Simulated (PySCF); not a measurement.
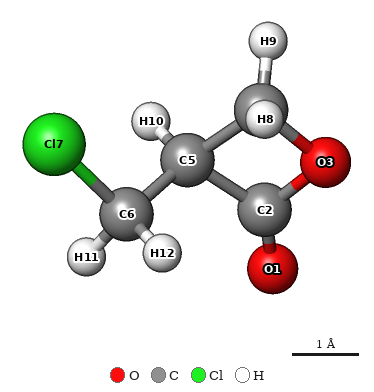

This is the input geometry for a relaxation of C₄H₅ClO₂. The picture is a ball-and-stick view, seen from a free direction.

The start comes from GFN2-xTB.

Theory: PySCF, PBE0-D3(BJ)/def2-SVP geometry optimisation, gas phase.

```xyz
12

O    -1.5592   -1.9651    0.4528
C    -1.2202   -0.8751    0.1324
O    -1.7862   -0.0068   -0.7335
C    -0.7542    0.9790   -0.5349
C    -0.0547    0.0575    0.4782
C     1.3202   -0.4605    0.1193
Cl    2.5268    0.8541    0.2610
H    -0.2064    1.1675   -1.4583
H    -1.1688    1.9062   -0.1409
H    -0.0768    0.4171    1.5077
H     1.6217   -1.2562    0.8000
H     1.3590   -0.8184   -0.9098
```

> What does the optimiser find from here?

The atom that moves furthest after the best rigid fit is H12 (0.033 Å). By element the largest moves are H 0.033 Å, O 0.031 Å, Cl 0.026 Å, C 0.012 Å. Among the contacts that change: C4–H8 1.090 → 1.100 Å, C4–C5 1.538 → 1.530 Å, O3–C4 1.441 → 1.448 Å, C2–O3 1.351 → 1.356 Å. The energy falls by 0.38 kcal/mol in 4 geometry steps. The largest force component goes from 0.62 to 0.007 eV/Å. The run took of the order of 50 core-seconds on a shared host.

Step by step:

```json
{"step": "0", "E − E(0), kcal/mol": "0.00", "largest force component, eV/Å": "0.6171"}
{"step": "1", "E − E(0), kcal/mol": "-0.36", "largest force component, eV/Å": "0.1693"}
{"step": "2", "E − E(0), kcal/mol": "-0.36", "largest force component, eV/Å": "0.0997"}
{"step": "3", "E − E(0), kcal/mol": "-0.38", "largest force component, eV/Å": "0.0219"}
{"step": "4", "E − E(0), kcal/mol": "-0.38", "largest force component, eV/Å": "0.0070"}
```

The structure at the end:

```xyz
12

O    -1.5564   -1.9729    0.4229
C    -1.2119   -0.8768    0.1317
O    -1.8020   -0.0030   -0.7204
C    -0.7567    0.9814   -0.5299
C    -0.0517    0.0616    0.4683
C     1.3238   -0.4529    0.1275
Cl    2.5313    0.8585    0.2360
H    -0.2114    1.1696   -1.4662
H    -1.1630    1.9198   -0.1295
H    -0.0890    0.4125    1.5108
H     1.6254   -1.2498    0.8201
H     1.3628   -0.8486   -0.8974
```
